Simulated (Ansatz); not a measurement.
# F4Si: relaxing the atoms and phonons

The task, for F4Si: 2 runs in a chain (relaxing the atoms and phonons).

Computed with Ansatz 0.2.0 (Hartree-Fock, Gaussian basis def2-TZVP, unless a step's input says otherwise).

## Step 1: The structure to begin with

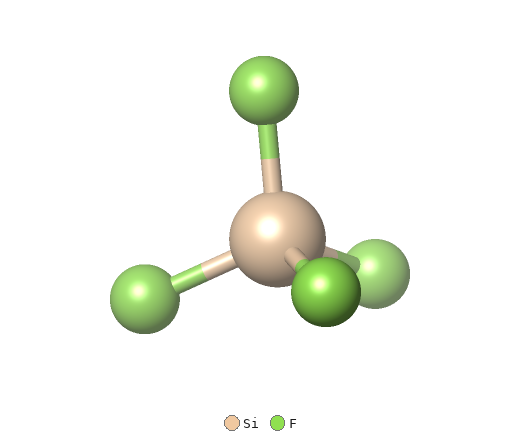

The starting structure, seen from a chosen angle (silicon light orange, fluorine green).

As a file:

```xyz
5

Si    0.0000    0.0000    0.0000
F     0.9064    0.9064    0.9064
F     0.9064   -0.9064   -0.9064
F    -0.9064    0.9064   -0.9064
F    -0.9064   -0.9064    0.9064
```

## Step 2: Relaxing the atoms: F4Si

The input, input.yaml:

```yaml
crystal:
  periodic: [false, false, false]
  atoms:
    - { symbol: Si, position_ang: [0.0, 0.0, 0.0] }
    - { symbol: F, position_ang: [0.90643992, 0.90643992, 0.90643992] }
    - { symbol: F, position_ang: [0.90643992, -0.90643992, -0.90643992] }
    - { symbol: F, position_ang: [-0.90643992, 0.90643992, -0.90643992] }
    - { symbol: F, position_ang: [-0.90643992, -0.90643992, 0.90643992] }
basis:
  gaussian: { orbitals: def2-TZVP }
hamiltonian:
  xc: hf
relax:
  f_tol: 0.004
  max_steps: 200
output:
  orbitals: {}
```

Launch:

```bash
> ansatz run input.yaml --threads 4 --pin off --max-ram 8192MiB --backend cpu --events-out ev --progress --plain --runs-dir out
```

Standard output, cut to the lines that bear on the results:

```text
Warning: RAYON_NUM_THREADS=4 ignored (pool sized by the plan → 4); use --threads N
[...]
Functional definition: HF
[...]
1096 factors; their error is unknown
[...]
mean field -18699.08752178 eV, -687.1787917286 hartree, gradient 1.5e-5 eV, S^2 0.000000; 0 other end points of the search recorded, 0 dependent functions left out
[...]
reference -18699.08752178 eV, -687.1787917286 hartree; 25, 25 occupied and 136, 136 virtual orbitals, 1096 factors
relax step   1: F+E_penalty+E_count = -18699.08752178 eV  Δ(F+E_penalty+E_count) = +0.000e0 eV  max|allowed force component| = 8.144e-1 eV/Å  Δτ_max = 0.0000 Å  (29 SCF iters, accepted)
[...]
relax step   4: F+E_penalty+E_count = -18699.17375163 eV  Δ(F+E_penalty+E_count) = -5.208e-5 eV  max|allowed force component| = 1.637e-2 eV/Å  Δτ_max = 0.0015 Å  (29 SCF iters, accepted)
[...]
relax step   5: F+E_penalty+E_count = -18699.17378293 eV  Δ(F+E_penalty+E_count) = -3.130e-5 eV  max|allowed force component| = 5.498e-7 eV/Å  Δτ_max = 0.0006 Å  (29 SCF iters, accepted)
1096 factors; their error is unknown
mean field -18699.17378293 eV, -687.1819617674 hartree, gradient 7.1e-6 eV, S^2 0.000000; 1 other end points of the search recorded, 0 dependent functions left out
[...]
reference -18699.17378293 eV, -687.1819617674 hartree; 25, 25 occupied and 136, 136 virtual orbitals, 1096 factors
Total energy: -18699.17378293 eV, -687.1819617674 hartree
Atom 0 at     0.000000    -0.000000     0.000000 Å, force    -0.000000     0.000000     0.000000 eV/Å
Atom 1 at     0.889263     0.889263     0.889263 Å, force    -0.000001    -0.000001    -0.000001 eV/Å
Atom 2 at     0.889263    -0.889263    -0.889263 Å, force    -0.000001     0.000001     0.000001 eV/Å
Atom 3 at    -0.889263     0.889263    -0.889263 Å, force     0.000001    -0.000001     0.000001 eV/Å
Atom 4 at    -0.889263    -0.889263     0.889263 Å, force     0.000001     0.000001    -0.000001 eV/Å
Dipole moment:     0.000000    -0.000000     0.000000 e Å
```

Run time: 8.8 s. Hardware: 4 threads of Arm Neoverse N1, shared host; peak memory 0.33 GiB.

Relaxation path:

```csv
step,E - E(step 1) (eV),largest force component (eV/Å)
1,0.0000,0.8144
2,-0.0630,0.4339
3,-0.0862,0.0268
4,-0.0862,0.0164
5,-0.0863,0.0000
```

Step 1 is the start.

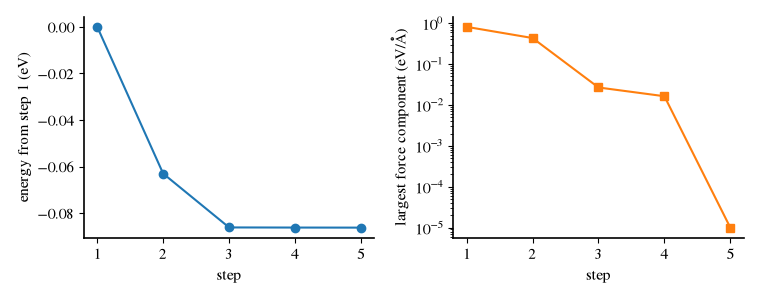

Energy and largest force along the relaxation.

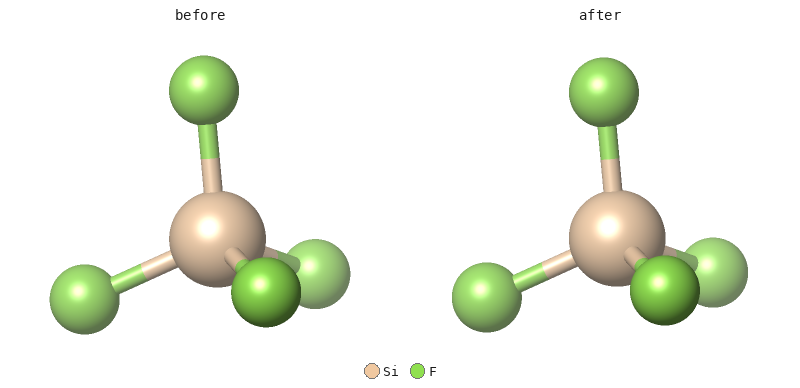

Before and after, at one scale. The change is too small to see at this scale.

Before: Bond lengths: Si1–F2 1.570 Å, Si1–F3 1.570 Å, Si1–F4 1.570 Å, Si1–F5 1.570 Å. Angles: F2–Si1–F3 109.5°, F2–Si1–F4 109.5°, F2–Si1–F5 109.5°, F3–Si1–F4 109.5°, F3–Si1–F5 109.5°, F4–Si1–F5 109.5°.

After: Bond lengths: Si1–F2 1.540 Å, Si1–F3 1.540 Å, Si1–F4 1.540 Å, Si1–F5 1.540 Å. Angles: F2–Si1–F3 109.5°, F2–Si1–F4 109.5°, F2–Si1–F5 109.5°, F3–Si1–F4 109.5°, F3–Si1–F5 109.5°, F4–Si1–F5 109.5°.

## Step 3: Phonons

It takes the final geometry of step 2.

The input, input.yaml:

```yaml
crystal:
  periodic: [false, false, false]
  atoms:
    - { symbol: Si, position_ang: [0.0, 0.0, 0.0] }
    - { symbol: F, position_ang: [0.88926278, 0.88926278, 0.88926278] }
    - { symbol: F, position_ang: [0.88926278, -0.88926278, -0.88926278] }
    - { symbol: F, position_ang: [-0.88926278, 0.88926278, -0.88926278] }
    - { symbol: F, position_ang: [-0.88926278, -0.88926278, 0.88926278] }
basis:
  gaussian: { orbitals: def2-TZVP }
hamiltonian:
  xc: hf
phonons: {}
```

Launch:

```bash
> ansatz run input.yaml --threads 4 --pin off --max-ram 8192MiB --backend cpu --events-out ev --progress --plain --runs-dir out
```

Standard output, cut to the lines that bear on the results:

```text
Warning: RAYON_NUM_THREADS=4 ignored (pool sized by the plan → 4); use --threads N
[...]
Functional definition: HF
[...]
1096 factors; their error is unknown
[...]
mean field -18699.17378293 eV, -687.1819617674 hartree, gradient 2.0e-5 eV, S^2 0.000000; 0 other end points of the search recorded, 0 dependent functions left out
[...]
reference -18699.17378293 eV, -687.1819617674 hartree; 25, 25 occupied and 136, 136 virtual orbitals, 1096 factors
[...]
1096 factors; their error is unknown
[...]
mean field -18699.17357281 eV, -687.1819540457 hartree, gradient 6.2e-7 eV, S^2 0.000000; 0 other end points of the search recorded, 0 dependent functions left out
[...]
reference -18699.17357281 eV, -687.1819540457 hartree; 25, 25 occupied and 136, 136 virtual orbitals, 1096 factors
[...]
1096 factors; their error is unknown
[...]
1096 factors; their error is unknown
mean field -18699.17372697 eV, -687.1819597110 hartree, gradient 6.2e-7 eV, S^2 0.000000; 0 other end points of the search recorded, 0 dependent functions left out
[...]
reference -18699.17372697 eV, -687.1819597110 hartree; 25, 25 occupied and 136, 136 virtual orbitals, 1096 factors
Total energy: -18699.17378293 eV, -687.1819617674 hartree
Atom 0 at     0.000000     0.000000     0.000000 Å, force     0.000000     0.000000     0.000000 eV/Å
Atom 1 at     0.889263     0.889263     0.889263 Å, force    -0.000000    -0.000000    -0.000000 eV/Å
Atom 2 at     0.889263    -0.889263    -0.889263 Å, force    -0.000000     0.000000     0.000000 eV/Å
Atom 3 at    -0.889263     0.889263    -0.889263 Å, force     0.000000    -0.000000     0.000000 eV/Å
Atom 4 at    -0.889263    -0.889263     0.889263 Å, force     0.000000     0.000000    -0.000000 eV/Å
Dipole moment:    -0.000000     0.000000     0.000000 e Å
Vibrations: 279.65 279.65 412.01 412.01 412.01 858.15 1098.99 1098.99 1098.99 cm⁻¹, zero-point energy 0.368882 eV
```

Wall time 14 s (4 threads of Arm Neoverse N1, shared host); peak memory 0.33 GiB.

## Step 4: The runs side by side

```
step  energy above the lowest (eV)  charge  2S+1 typed  ⟨S²⟩  dipole (D)   time
   2                         0.000       0           1  0.00        0.00  8.8 s
   3                         0.000       0           1  0.00        0.00   14 s
```

The values hold for the settings typed; their convergence was not tested in this session.
